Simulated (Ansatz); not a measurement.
**S2 (sulfur dimer) at UMP2/STO-3G**

Aim: the electronic atomisation energy of S2 (sulfur dimer) at UMP2/STO-3G, from 2 runs. 

The results are computed with Ansatz 0.2.0.

41 further runs of the same task are left out: 19 that didn't finish, 22 set aside as unsound or not needed.

## Step 1: The system as given

The species is S2 (2 atoms), meant as a triplet with charge 0. SMILES: `S=S`. Geometry: the measured bond length.

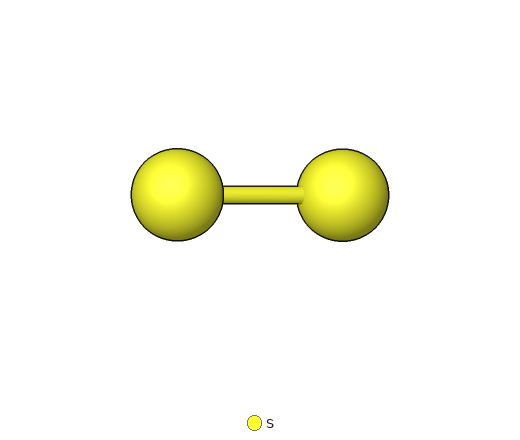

Viewed from a chosen angle; sulfur yellow.

## Step 2: A single-point energy at UMP2/STO-3G

Contents of molecule.yaml:

```yaml
crystal:
  periodic: [false, false, false]
  atoms:
    - symbol: S
      position_ang: [0.000000, 0.000000, 0.000000]
    - symbol: S
      position_ang: [0.000000, 0.000000, 1.889200]
basis:
  gaussian: {orbitals: STO-3G}
magnetization: {spin_polarized: true, initial_magnetization: 2}
correlation: {method: mp2, frozen_orbitals: {S: 5}}
accuracy: high
```

Started as:

```sh
$ ansatz run molecule.yaml --threads 1 --pin off --max-ram 2610MiB --events-out events.jsonl --progress --plain --runs-dir runs
```

Log:

```text
Warning: RAYON_NUM_THREADS=1 ignored (pool sized by the plan → 1); use --threads N
Functional definition: HF
  name "HF"
  exchange = exact_x
  correlation = 0
299 factors; integrals over basis functions are off by at most 8.3e-9 eV
mean field evaluation 1: about -21396.7216 eV, gradient 3.3e0 eV
mean field evaluation 2: about -21396.7537 eV, gradient 3.4e0 eV
mean field evaluation 4: about -21396.8496 eV, gradient 1.5e-1 eV
mean field evaluation 8: about -21396.8499 eV, gradient 2.1e-4 eV
mean field evaluation 16: about -21396.8498 eV, gradient 2.5e-6 eV
mean field evaluation 32: about -21396.9363 eV, gradient 1.1e-8 eV
mean field -21396.93627474 eV, -786.3229047326 hartree, gradient 9.9e-9 eV, S^2 2.003003; 2 other end points of the search recorded, 0 dependent functions left out
10 core orbitals not correlated: weight in the atoms' cores, before any rotation towards them, 1.000 or more for the frozen orbitals, at most 0.000 for the correlated occupied ones
reference -21396.93627474 eV, -786.3229047326 hartree; 7, 5 occupied and 1, 3 virtual orbitals, 299 factors
second order -1.10710437 eV of doubles, -0.00000000 eV of singles
Total energy: -21398.04337911 eV, -786.3635900677 hartree
```

It took 0.18 s on 1 thread of Arm Neoverse V2, shared host.

## Step 3: The S atom, same level

Contents of in.yaml:

```yaml
crystal:
  periodic: [false, false, false]
  atoms:
    - {symbol: S, position_ang: [0.000000, 0.000000, 0.000000]}
basis:
  gaussian: {orbitals: STO-3G}
magnetization: {spin_polarized: true, initial_magnetization: 2}
correlation: {method: mp2, frozen_orbitals: {S: 5}}
accuracy: high
```

Started as:

```sh
$ ansatz run in.yaml --threads 1 --pin off --max-ram 2610MiB --events-out events.jsonl --progress --plain --runs-dir runs
```

Log:

```text
Warning: RAYON_NUM_THREADS=1 ignored (pool sized by the plan → 1); use --threads N
Functional definition: HF
  name "HF"
  exchange = exact_x
  correlation = 0
42 factors; integrals over basis functions are off by at most 2.4e-9 eV
mean field evaluation 1: about -10697.6155 eV, gradient 9.4e-1 eV
mean field evaluation 2: about -10697.6169 eV, gradient 9.4e-1 eV
mean field evaluation 4: about -10697.6182 eV, gradient 5.4e-6 eV
mean field evaluation 8: about -10697.6182 eV, gradient 1.6e-3 eV
mean field -10697.61824501 eV, -393.1302193981 hartree, gradient 1.5e-9 eV, S^2 2.000000; 3 other end points of the search recorded, 0 dependent functions left out
5 core orbitals not correlated: weight in the atoms' cores, before any rotation towards them, 1.000 or more for the frozen orbitals, at most 0.000 for the correlated occupied ones
reference -10697.61824501 eV, -393.1302193981 hartree; 4, 2 occupied and 0, 2 virtual orbitals, 42 factors
second order 0.00000000 eV of doubles, 0.00000000 eV of singles
Total energy: -10697.61824501 eV, -393.1302193981 hartree
```

Run time: 0.04 s. Hardware: 1 thread of Arm Neoverse V2, shared host.

## Step 4: Summary of results

Level: UMP2/STO-3G, 10 core orbitals frozen.

| quantity | value |
| --- | --- |
| molecule: total energy | -786.36359 Eh |
| molecule: correlation energy (10 core orbitals frozen) | -40.7 mEh |
| molecule: ⟨S²⟩ of the reference determinant | 2.003 |
| S atom: total energy | -393.13022 Eh |
| S atom: correlation energy (5 core orbitals frozen) | 0.0 mEh |
| S atom: ⟨S²⟩ of the reference determinant | 2.000 |
| electronic atomisation energy | 2.807 eV |

**Reading.** Taking the molecule apart into free atoms costs 2.81 eV (271 kJ/mol), before zero-point energy and without spin-orbit coupling. In a minimal basis such a difference can be off by several eV, whatever the method.
